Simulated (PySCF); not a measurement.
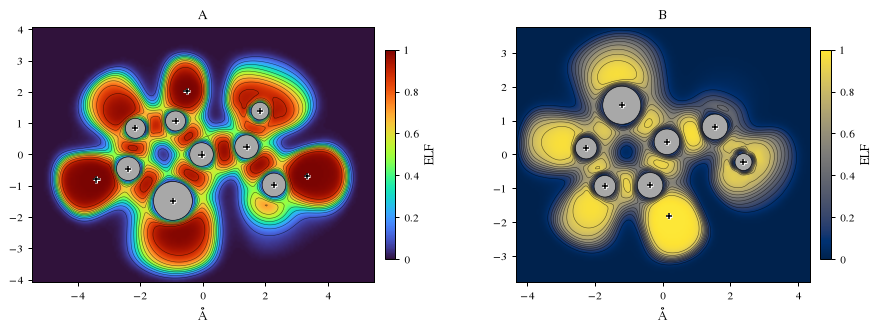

The ELF of 2 systems, each on a plane through atoms (crosses mark nuclei in the plane; grey discs cover the cores).

Level of theory: PBE0/def2-SVPD, SCF density, gas phase (PySCF).

System 1: C4H5N2OP, the plane of atoms N6, C7 and H13. Geometry: GFN2-xTB.

```xyz
13

C    -2.1684   -0.1381   -0.2441
C    -1.1272    0.2919    0.7502
O    -1.3853    0.8158    1.8158
C     0.2607    0.0413    0.3642
N     1.2373    0.4088    1.2313
N     2.4721    0.1780    0.8776
C     2.5095   -0.3887   -0.3025
P     0.9504   -0.6760   -1.0652
H    -2.0797   -1.2072   -0.4266
H    -2.0074    0.3780   -1.1885
H    -3.1609    0.0893    0.1352
H     1.0267    0.8450    2.1217
H     3.4678   -0.6375   -0.7227
```

System 2: C3HF3N2S (SMILES FC(F)(F)c1cnns1), the plane of atoms C5, C6 and N7. Geometry: GFN2-xTB.

```xyz
10

F    -1.9015    0.8266   -1.1323
C    -1.4174    0.2485   -0.0210
F    -1.9078    0.9504    1.0136
F    -1.9595   -0.9730    0.0482
C     0.0679    0.1933   -0.0136
C     0.8827   -0.9169    0.0556
N     2.1801   -0.5965    0.0399
N     2.4193    0.6337   -0.0339
S     1.0747    1.5805   -0.0948
H     0.5705   -1.9419    0.1157
```

Question: Match each panel to its system.

Answer: Panel A is system 1, C4H5N2OP: the plane holds C, O, N, P and H. C–O (1.22 Å): the ELF peaks at about 0.85 between the atoms: a multiple bond. Panel B is system 2, C3HF3N2S: the plane holds C, F, N, S and H. N–N (1.26 Å): the ELF peaks at about 0.90 between the atoms (a covalent bond).
